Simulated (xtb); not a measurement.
# Geometry relaxation of C₃H₆F₂O (part 1 of 4)

- system: C₃H₆F₂O, SMILES CC(F)OCF
- method: GFN1-xTB (xtb 6.7.1)

The geometry comes from this level: PBE0-D4/def2-TZVP.

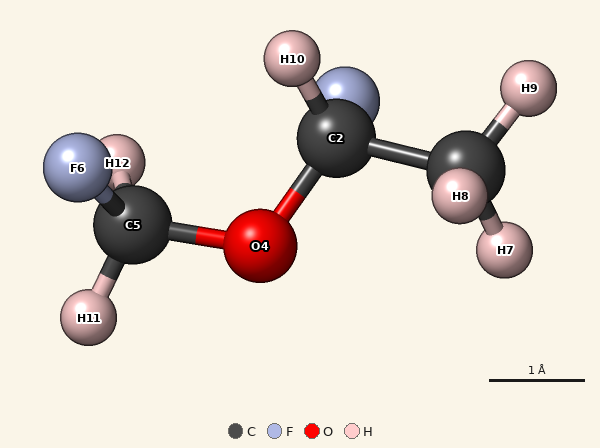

The starting structure (ball-and-stick view, seen at a tilt; atoms are numbered from 1 in the order of the input). Bond lengths as drawn: C–C 1.50 Å, C–F 1.38 to 1.39 Å, C–H 1.09 to 1.10 Å and C–O 1.38 to 1.39 Å.

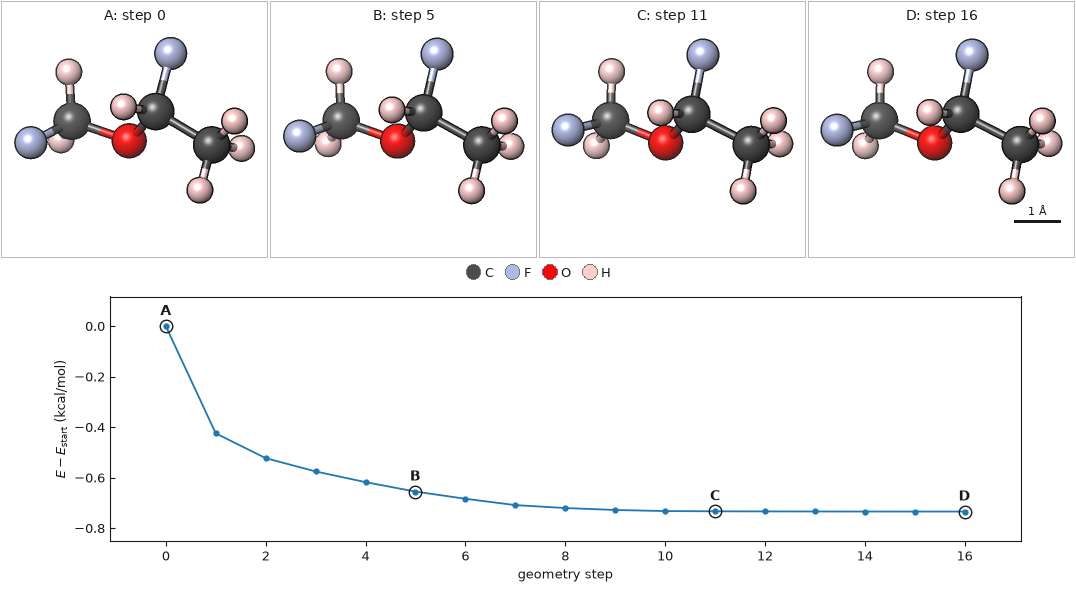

Frames of the relaxation (ball-and-stick view, seen at a tilt) above the curves, on which the letters mark them (steps are counted from 0).

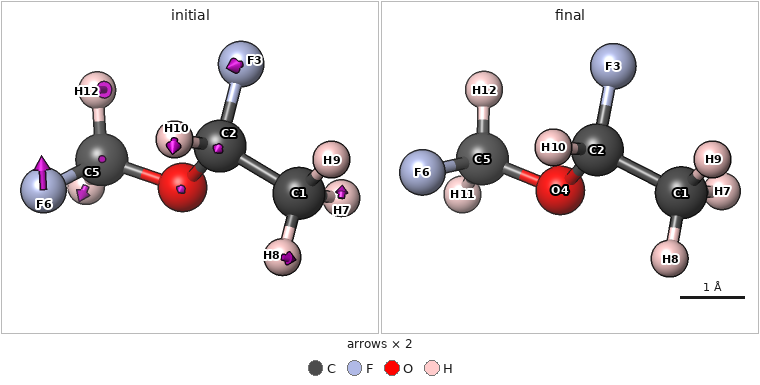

Before (left) and after (right) the relaxation, at one scale (ball-and-stick view, seen at a tilt). The pink arrows give the displacements, magnified 2 times. Over 16 geometry steps the energy falls by 0.73 kcal/mol. The largest move after the best rigid fit is that of F6, 0.28 Å. Largest moves by element: F 0.28 Å, H 0.25 Å, C 0.09 Å, O 0.07 Å. Among the contacts that change: C1–C2 1.497 → 1.514 Å, C2–F3 1.385 → 1.377 Å, C2–H10 1.095 → 1.103 Å, C5–F6 1.377 → 1.370 Å. (Atoms are counted from 1 in the order of the input.)

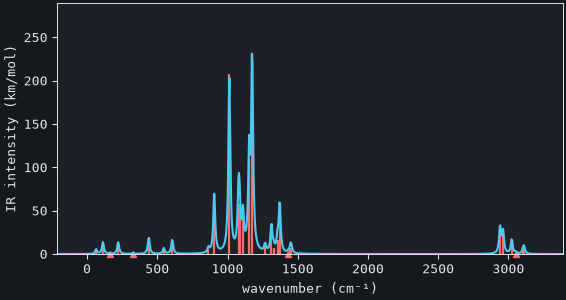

Harmonic infrared spectrum, unscaled: sticks (degenerate modes added up, dark ones marked on the axis) with a Lorentzian envelope of 16 cm⁻¹ full width, scaled to the tallest stick. 30 modes from 65 to 3111 cm⁻¹, none imaginary. The strongest line is at 1175 cm⁻¹ (231 km/mol).

The input and output of the run follow.

The input (struc.xyz)
```
12

C      0.30170000    -0.81760000     1.56900000
C      0.37970000     0.11950000     0.40380000
F      1.69280000     0.21740000    -0.02610000
O     -0.39260000    -0.38840000    -0.63390000
C     -0.60010000     0.48140000    -1.68250000
F     -1.52460000     1.44150000    -1.33560000
H      0.61850000    -1.81360000     1.25640000
H     -0.72430000    -0.86800000     1.93470000
H      0.95140000    -0.46680000     2.37080000
H      0.06710000     1.13950000     0.65280000
H     -1.01030000    -0.10290000    -2.50640000
H      0.31780000     1.00280000    -1.96930000
```

Launched with:
```bash
xtb struc.xyz --gfn 1 --ohess vtight > out.txt 2> xtb.err
```

Output
```
* xtb version 6.7.1
   ID    Z sym.   atoms
    1    6 C      1, 2, 5
    2    9 F      3, 6
    3    8 O      4
    4    1 H      7-12

           -------------------------------------------------
          |                Calculation Setup                |
           -------------------------------------------------

          program call               : xtb struc.xyz --gfn 1 --ohess vtight
          coordinate file            : struc.xyz
          omp threads                :                     1

           -------------------------------------------------
          |                 G F N 1 - x T B                 |
           -------------------------------------------------

      * Hamiltonian:
        H0-scaling (s, p, d)           1.850000    2.250000    2.000000
        zeta-weighting                 0.000000
      * Dispersion:
        s8                             2.400000
        a1                             0.630000
        a2                             5.000000
        s9                             0.000000
      * Repulsion:
        kExp                           1.500000
        rExp                           1.000000
      * Coulomb:
        alpha                          2.000000
        third order                    atomic
        anisotropic                    false
      * Halogen bond correction:
        rad-scale                      1.300000
        damping                        0.440000

          ...................................................
          :                      SETUP                      :
          :.................................................:
          :  # basis functions                  36          :
          :  # atomic orbitals                  36          :
          :  # shells                           24          :
          :  # electrons                        38          :
          :  # halogen bonds                     0          :
          :  max. iterations                   250          :
          :  Hamiltonian                  GFN1-xTB          :
          :  restarted?                      false          :
          :  GBSA solvation                  false          :
          :  PC potential                    false          :
          :  electronic temp.          300.0000000     K    :
          :  accuracy                    1.0000000          :
          :  -> integral cutoff          0.2500000E+02      :
          :  -> integral neglect         0.1000000E-07      :
          :  -> SCF convergence          0.1000000E-05 Eh   :
          :  -> wf. convergence          0.2000000E-04 e    :
          :  Broyden damping             0.4000000          :
          :  net charge                          0          :
          :  unpaired electrons                  0          :
          ...................................................

 iter      E             dE          RMSdq      gap      omega  full diag
   1    -24.6236053 -0.246236E+02  0.710E+00    8.48       0.0  T
   2    -24.7258192 -0.102214E+00  0.414E+00    9.16       1.0  T
   3    -24.7264081 -0.588892E-03  0.139E+00    9.31       1.0  T
   4    -24.7265307 -0.122583E-03  0.798E-02    9.36       1.0  T
   5    -24.7265551 -0.244276E-04  0.233E-02    9.34       1.2  T
   6    -24.7265570 -0.189875E-05  0.175E-03    9.33      16.5  T
   7    -24.7265571 -0.287060E-07  0.573E-04    9.33      50.4  T
   8    -24.7265571 -0.144383E-08  0.134E-04    9.33     215.8  T
   9    -24.7265571 -0.211184E-09  0.355E-05    9.33     813.3  T

   *** convergence criteria satisfied after 9 iterations ***

         #    Occupation            Energy/Eh            Energy/eV
      -------------------------------------------------------------
         1        2.0000           -0.8573714             -23.3303
       ...           ...                  ...                  ...
        13        2.0000           -0.5387429             -14.6599
        14        2.0000           -0.5346960             -14.5498
        15        2.0000           -0.5280248             -14.3683
        16        2.0000           -0.5249897             -14.2857
        17        2.0000           -0.5099121             -13.8754
        18        2.0000           -0.4955625             -13.4849
        19        2.0000           -0.4876586             -13.2699 (HOMO)
        20                         -0.1448766              -3.9423 (LUMO)
        21                         -0.1301176              -3.5407
        22                         -0.1131093              -3.0779
        23                         -0.0920910              -2.5059
        24                         -0.0804824              -2.1900
       ...                                ...                  ...
        36                          0.4213632              11.4659
      -------------------------------------------------------------
                  HL-Gap            0.3427820 Eh            9.3276 eV
             Fermi-level           -0.3162676 Eh           -8.6061 eV

 SCC (total)                   0 d,  0 h,  0 min,  0.011 sec
 SCC setup                      ...        0 min,  0.000 sec (  0.887%)
 Dispersion                     ...        0 min,  0.000 sec (  0.905%)
 classical contributions        ...        0 min,  0.000 sec (  0.105%)
 integral evaluation            ...        0 min,  0.002 sec ( 21.338%)
 iterations                     ...        0 min,  0.003 sec ( 28.935%)
 molecular gradient             ...        0 min,  0.005 sec ( 46.195%)
 printout                       ...        0 min,  0.000 sec (  1.505%)

         :::::::::::::::::::::::::::::::::::::::::::::::::::::
         ::                     SUMMARY                     ::
         :::::::::::::::::::::::::::::::::::::::::::::::::::::
         :: total energy             -24.583839827539 Eh    ::
         :: gradient norm              0.017359742431 Eh/a0 ::
         :: HOMO-LUMO gap              9.327573454853 eV    ::
         ::.................................................::
         :: SCC energy               -24.726557059745 Eh    ::
         :: -> electrostatic           0.082760666204 Eh    ::
         :: repulsion energy           0.145825849013 Eh    ::
         :: dispersion energy         -0.003108616807 Eh    ::
         :: halogen bond corr.         0.000000000000 Eh    ::
         :: add. restraining           0.000000000000 Eh    ::
         :: total charge               0.000000000000 e     ::
         :::::::::::::::::::::::::::::::::::::::::::::::::::::

      -----------------------------------------------------------
     |                   =====================                   |
     |                        A N C O P T                        |
     |                   =====================                   |
     |               Approximate Normal Coordinate               |
     |                Rational Function Optimizer                |
      -----------------------------------------------------------

          ...................................................
          :                      SETUP                      :
          :.................................................:
          :   optimization level         verytight          :
          :   max. optcycles                   240          :
          :   ANC micro-cycles                  20          :
          :   degrees of freedom                30          :
          :.................................................:
          :   RF solver                   davidson          :
          :   write xtbopt.log                true          :
          :   linear?                        false          :
          :   energy convergence         0.1000000E-06 Eh   :
          :   grad. convergence          0.2000000E-03 Eh/α :
          :   maximum RF displ.          1.0000000          :
          :   Hlow (freq-cutoff)         0.1000000E-01      :
          :   Hmax (freq-cutoff)         5.0000000          :
          :   S6 in model hess.         20.0000000          :
          ...................................................

generating ANC from exact Hessian ...
Using Lindh-Hessian (1995)
 Shifting diagonal of input Hessian by    4.4830824973656159E-003
 Lowest  eigenvalues of input Hessian
    0.000000    0.000000    0.000000    0.000000    0.000000    0.000000
    0.010000    0.014704    0.018915    0.027323    0.036385    0.054355
    0.065467    0.081272    0.086290    0.097092    0.114251    0.139670
 Highest eigenvalues
    1.178318    1.297022    1.311814    1.447072    1.537056    1.732770

........................................................................
.............................. CYCLE    1 ..............................
........................................................................

 iter      E             dE          RMSdq      gap      omega  full diag
   1    -24.7265571 -0.247266E+02  0.234E-05    9.33       0.0  T
   2    -24.7265571 -0.586553E-11  0.286E-06    9.33   10097.0  T
   3    -24.7265571 -0.639488E-13  0.999E-07    9.33   28903.4  T
     SCC iter.                  ...        0 min,  0.001 sec
     gradient                   ...        0 min,  0.005 sec
 * total energy  :   -24.5838398 Eh     change       -0.9393375E-11 Eh
   gradient norm :     0.0173598 Eh/α   predicted     0.0000000E+00 (-100.00%)
   displ. norm   :     0.1437842 α      lambda       -0.1086283E-02
   maximum displ.:     0.1067464 α      in ANC's #1, #5, #15, ...

........................................................................
.............................. CYCLE    2 ..............................
........................................................................

 iter      E             dE          RMSdq      gap      omega  full diag
   1    -24.7248103 -0.247248E+02  0.238E-02    9.32       0.0  T
   2    -24.7248118 -0.153075E-05  0.111E-02    9.32       2.6  T
   3    -24.7248119 -0.310054E-07  0.473E-03    9.32       6.1  T
   4    -24.7248119 -0.106897E-08  0.403E-04    9.32      71.7  T
   5    -24.7248119 -0.131903E-08  0.993E-05    9.32     290.6  T
   6    -24.7248119 -0.470983E-10  0.103E-05    9.32    2814.1  T
     SCC iter.                  ...        0 min,  0.002 sec
     gradient                   ...        0 min,  0.005 sec
 * total energy  :   -24.5845163 Eh     change       -0.6764627E-03 Eh
   gradient norm :     0.0062645 Eh/α   predicted    -0.5543701E-03 ( -18.05%)
   displ. norm   :     0.1305648 α      lambda       -0.2156348E-03
   maximum displ.:     0.1225086 α      in ANC's #1, #5, #3, ...

........................................................................
.............................. CYCLE    3 ..............................
........................................................................

 iter      E             dE          RMSdq      gap      omega  full diag
   1    -24.7239482 -0.247239E+02  0.818E-03    9.31       0.0  T
   2    -24.7239488 -0.527725E-06  0.310E-03    9.32       9.3  T
   3    -24.7239488 -0.231068E-07  0.169E-03    9.32      17.1  T
   4    -24.7239488 -0.102951E-09  0.308E-04    9.32      93.6  T
   5    -24.7239488 -0.632333E-09  0.698E-05    9.32     413.4  T
   6    -24.7239488 -0.219558E-10  0.122E-05    9.32    2367.3  T
     SCC iter.                  ...        0 min,  0.002 sec
     gradient                   ...        0 min,  0.005 sec
 * total energy  :   -24.5846725 Eh     change       -0.1562145E-03 Eh
   gradient norm :     0.0024366 Eh/α   predicted    -0.1096546E-03 ( -29.81%)
   displ. norm   :     0.1057220 α      lambda       -0.9993614E-04
   maximum displ.:     0.1006582 α      in ANC's #1, #3, #2, ...

........................................................................
.............................. CYCLE    4 ..............................
........................................................................

 iter      E             dE          RMSdq      gap      omega  full diag
   1    -24.7238290 -0.247238E+02  0.448E-03    9.31       0.0  T
   2    -24.7238292 -0.248096E-06  0.172E-03    9.31      16.8  T
   3    -24.7238292 -0.130760E-07  0.891E-04    9.31      32.4  T
   4    -24.7238292 -0.763144E-09  0.281E-04    9.31     102.7  T
   5    -24.7238292 -0.763087E-10  0.543E-05    9.31     532.0  T
   6    -24.7238292 -0.133831E-10  0.119E-05    9.31    2425.2  T
     SCC iter.                  ...        0 min,  0.002 sec
     gradient                   ...        0 min,  0.005 sec
 * total energy  :   -24.5847565 Eh     change       -0.8396754E-04 Eh
   gradient norm :     0.0027059 Eh/α   predicted    -0.5052721E-04 ( -39.83%)
   displ. norm   :     0.0939430 α      lambda       -0.7787224E-04
   maximum displ.:     0.0884692 α      in ANC's #1, #4, #2, ...

........................................................................
.............................. CYCLE    5 ..............................
........................................................................

 iter      E             dE          RMSdq      gap      omega  full diag
   1    -24.7241647 -0.247242E+02  0.417E-03    9.31       0.0  T
   2    -24.7241649 -0.156483E-06  0.206E-03    9.31      14.0  T
   3    -24.7241649 -0.684263E-08  0.982E-04    9.31      29.4  T
   4    -24.7241649 -0.281332E-09  0.220E-04    9.31     131.3  T
   5    -24.7241649 -0.933191E-10  0.445E-05    9.31     648.8  T
   6    -24.7241649 -0.106226E-10  0.993E-06    9.31    2907.9  T
     SCC iter.                  ...        0 min,  0.002 sec
     gradient                   ...        0 min,  0.005 sec
 * total energy  :   -24.5848239 Eh     change       -0.6743838E-04 Eh
   gradient norm :     0.0028091 Eh/α   predicted    -0.3928110E-04 ( -41.75%)
   displ. norm   :     0.1006385 α      lambda       -0.6999335E-04
   maximum displ.:     0.0947528 α      in ANC's #1, #4, #2, ...

........................................................................
.............................. CYCLE    6 ..............................
........................................................................
```
